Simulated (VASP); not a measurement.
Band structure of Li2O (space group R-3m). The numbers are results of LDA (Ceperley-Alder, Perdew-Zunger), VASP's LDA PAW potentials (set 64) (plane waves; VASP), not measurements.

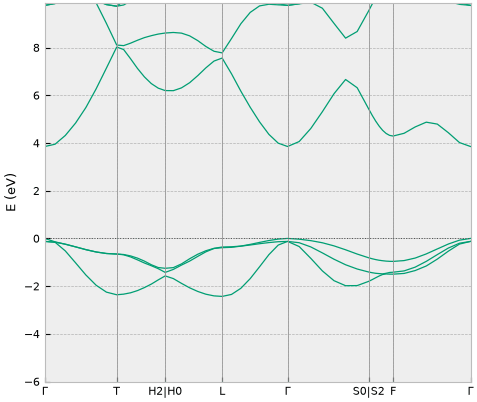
Fig. 1. Bands along high-symmetry lines, zero at the valence-band maximum or, without a gap, the Fermi level

Task: Read the plot: is there a gap, and where are the band edges?

Result: The gap is direct, 3.85 eV, from the valence maximum at Γ to the conduction minimum at Γ.

The structure comes from a measured Li2O entry of the Crystallography Open Database, whose conditions weren't checked. The cell was not relaxed at this level.
